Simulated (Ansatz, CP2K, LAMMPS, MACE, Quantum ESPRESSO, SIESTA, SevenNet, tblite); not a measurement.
# How stiff is glassy 68TiO2-32SiO2 (mol %) (84 atoms)? Programs compared

Aim: pressure against volume for glassy 68TiO2-32SiO2 (mol %) (84 atoms), with plane waves as the reference.

Results are calculated, not measured.

## 1. Set-up

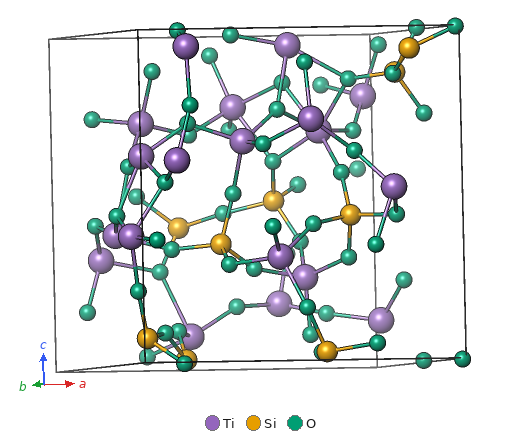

The cell (titanium purple, silicon orange, oxygen teal). Bonds to atoms that aren't drawn are left out. Some periodic images of atoms are drawn too.

The cell holds 84 atoms (19 Ti, 9 Si and 56 O), with edges of 10.42, 10.42 and 10.42 Å. Recipe: 84 atoms (19 Ti, 9 Si, 56 O) placed at random at 3.07 g/cm³, melted at 4000 K for 10 ps at fixed volume with the Morse and Coulomb pair potential with partial charges (Pedone, Malavasi, Menziani, Cormack and Segre, J. Phys. Chem. B 110, 11780 (2006)). Quenched from 4000 K to 300 K at 10 K/ps and fixed volume, held 10 ps at zero pressure. Then the atoms were relaxed with SevenNet 0 in the fixed cell.

Bonds by pair of elements; cutoffs follow the first minimum of g(r), held within bounds set by covalent radii, and pairs that aren't listed don't count as bonded:

```tsv
pair A-B	cutoff (Å)	bonds	mean length (Å)	spread (Å)	shortest (Å)	B about A	A about B
O-Ti	2.77	89	1.91	0.156	1.77	1.59	4.68
O-Si	2.08	36	1.64	0.025	1.59	0.643	4
```

## 2. The reference input

Quantum ESPRESSO 7.5: Kohn-Sham DFT, PBE, SSSP efficiency 1.3.0 pseudopotentials, plane waves. Its input, pw.in, for the unchanged cell:

```
&control
  calculation = 'scf'
  pseudo_dir = './pseudo'
  outdir = './tmp'
  disk_io = 'none'
  tprnfor = .true.
  tstress = .true.
/
&system
  ibrav = 0
  nat = 84
  ntyp = 3
  ecutwfc = 60
  ecutrho = 480
  nosym = .true.
  occupations = 'smearing'
  smearing = 'fd'
  degauss = 0.003675
/
&electrons
  conv_thr = 4.2e-07
  electron_maxstep = 100
  mixing_beta = 0.4
  mixing_mode = 'plain'
  diagonalization = 'david'
/
ATOMIC_SPECIES
Ti 47.867 Ti.upf
Si 28.085 Si.upf
O 15.999 O.upf
CELL_PARAMETERS angstrom
10.42482 0.00000 0.00000
0.00000 10.42482 0.00000
0.00000 0.00000 10.42482
ATOMIC_POSITIONS crystal
Ti 0.11161 0.87120 0.32992
Ti 0.12048 0.02658 0.60662
Ti 0.02422 0.21360 0.38462
Ti 0.07318 0.56373 0.39676
[... 78 atom lines left out ...]
O 0.05609 0.03623 0.36830
O 0.16971 0.04305 0.77207
K_POINTS gamma
```

```console
$ OMP_NUM_THREADS=1 mpirun -np 2 pw.x -in pw.in > output.txt
```

Wall time 7.1 min (2 MPI ranks of Arm Neoverse V2, shared host); peak memory 3.3 GiB.

It converged with an r.m.s. force component of 0.092 eV/Å and a pressure of 1.5 GPa.

## 3. Levels of theory

Every level solves the same cells as single points. CPU time is summed over a level's finished runs, on a host shared with the other runs, so it is rough; the force column is the median over cells of the r.m.s. difference of force components from the reference.

| level | basis or training data | k-points | runs finished | CPU time | peak memory (GiB) | force difference (meV/Å) |
| --- | --- | --- | --- | --- | --- | --- |
| QE, PBE | plane waves, SSSP efficiency, 60/480 Ry | Γ | 3 of 3 | 43 min | 3.5 | reference |
| CP2K double zeta, PBE | DZVP-MOLOPT-SR, GTH-PBE potentials, 800 Ry | Γ | 3 of 3 | 19 min | 6.3 | 55 |
| SIESTA DZP, PBE | DZP orbitals, shift 0.01 Ry, mesh 500 Ry | Γ | 3 of 3 | 15 min | 2.0 | 172 |
| tblite GFN1-xTB | tight binding with its own dispersion term | Γ | 3 of 3 | 14 s | 0.14 | 519 |
| MACE MPA-0 medium | trained on PBE(+U) plane-wave data | - | 3 of 3 | 18 s | 1.1 | 99 |
| SevenNet 0 | trained on PBE(+U) plane-wave data | - | 3 of 3 | 17 s | 0.99 | 92 |

The reference's own r.m.s. force component runs from 86 to 98 meV/Å over these cells. SevenNet 0 relaxed the atoms, so in the cells that it relaxed its own forces are small, and its entry isn't an independent test there.

## 4. Pressure against volume

The cell is scaled evenly, and at each volume SevenNet 0 relaxes the atoms again before the single points. The unchanged volume is 13.487 Å³ an atom. Pressures in GPa:

```tsv
level	-3 %	0	+3 %
QE, PBE	3.45	1.47	-0.52
CP2K double zeta, PBE	3.71	1.72	-0.27
SIESTA DZP, PBE	4.10	2.07	0.02
tblite GFN1-xTB	-7.04	-7.90	-8.78
MACE MPA-0 medium	4.64	2.64	0.64
SevenNet 0	4.27	2.37	0.43
```

Energy less that of the unchanged cell at the same level, in meV an atom:

```tsv
level	-3 %	+3 %
QE, PBE	7.81	-2.66
CP2K double zeta, PBE	6.30	-1.50
SIESTA DZP, PBE	3.43	0.95
tblite GFN1-xTB	0.02	4.88
MACE MPA-0 medium	8.19	-3.37
SevenNet 0	8.25	-3.58
```

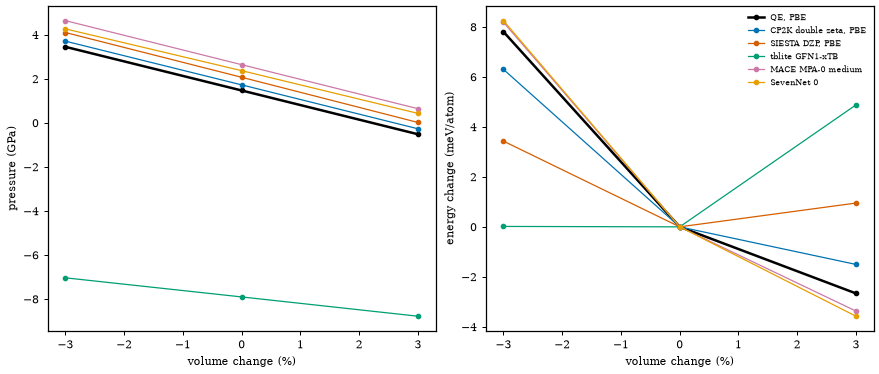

Pressure and energy against volume, by level.

## 5. Moduli

From the three volumes nearest the unchanged one: B from the slope of pressure against ln V and from the curvature of the energy, the pressure that the slope of the energy implies, and the volume change at which the printed pressure crosses zero (a dash if it doesn't within the range).

```tsv
level	B from pressures (GPa)	B from energies (GPa)	printed pressure (GPa)	pressure from energies (GPa)	zero pressure at (%)
QE, PBE	66.1	67.9	1.47	2.07	+2.2
CP2K double zeta, PBE	66.3	63.4	1.72	1.55	+2.6
SIESTA DZP, PBE	68.0	57.9	2.07	0.49	-
tblite GFN1-xTB	29.0	64.6	-7.90	-0.96	-
MACE MPA-0 medium	66.6	63.6	2.64	2.29	-
SevenNet 0	63.9	61.7	2.37	2.34	-
```

As a check by hand on the reference: from -3 to +3 % the pressure falls by 3.97 GPa while ln V grows by 0.0600, a ratio of 66.1 GPa.

Gap between the highest filled and the lowest empty level on the runs' k-points, in eV:

```tsv
level	-3 %	0	+3 %
QE, PBE	3.03	3.01	2.96
CP2K double zeta, PBE	2.96	2.95	2.89
SIESTA DZP, PBE	2.83	2.81	2.76
```

## 6. Outcome

The plane-wave reference (PBE) gives a bulk modulus of 66.1 GPa from its pressures, at a volume where its pressure is 1.47 GPa; that pressure crosses zero at +2.2 %. Other programs at PBE: CP2K double zeta, PBE 66.3 GPa (+0 %) and SIESTA DZP, PBE 68.0 GPa (+3 %); their pressures lie +0.25 to +0.60 GPa from the reference's. Learned potentials: MACE MPA-0 medium 66.6 GPa (+1 %) and SevenNet 0 63.9 GPa (-3 %); their pressures lie +0.90 to +1.17 GPa from the reference's.

Tight binding: tblite GFN1-xTB 29.0 GPa (-56 %); its pressure lies -9.37 GPa from the reference's. The moduli are read at one volume but at unlike pressures, and a cell under tension is as a rule softer than one under compression. Moduli from the energies run from 58 to 68 GPa and part from those from pressures by as much as +123 % (tblite GFN1-xTB); they rest on small differences of energy, and for levels other than SevenNet 0 they hold the work of leftover forces. Printed pressure and the slope of the energy part noticeably for tblite GFN1-xTB; the atoms move along a path that isn't these levels' own, so their forces do work along it, and an error in the stress can't be told from that. The reference's gap falls as the cell grows, from 3.03 eV at -3 % to 2.96 eV at +3 %.

Caveats: The atoms follow SevenNet 0, not each level's own minimum, so these moduli only approach relaxed ones and hang on that choice. Three points at finite strain give rough moduli, at the given volume rather than at zero pressure. Pressures at a fixed plane-wave cutoff or in a small atom-centred basis hold some basis error. The quench rate of 10 K/ps is many orders above laboratory rates, so the cell is likely richer in defects and strain than a real sample. The reference samples only Γ, in a cell whose shortest periodic width is 10 Å. The reference isn't exact: its cutoffs and mesh weren't converged further here. SIESTA's automatically made basis is far from complete, and its potentials were converted by us (checked for H, C, O, Si, Ge and Ca alone). The reference has no spin polarisation, so local moments can't form. Where levels are smeared, the DFT runs use Fermi–Dirac occupations at 580 K (0.05 eV), and energies are free energies.

[Logs are printed without paths, hosts, clocks, repeated set-up lines and the standing remarks that a program may print on its own settings, such as how far it seeks lower states.]

[Hosts, paths, dates, database ids (printed as entryN), source tags and the programs' standing remarks are cut or masked in the printed files.]
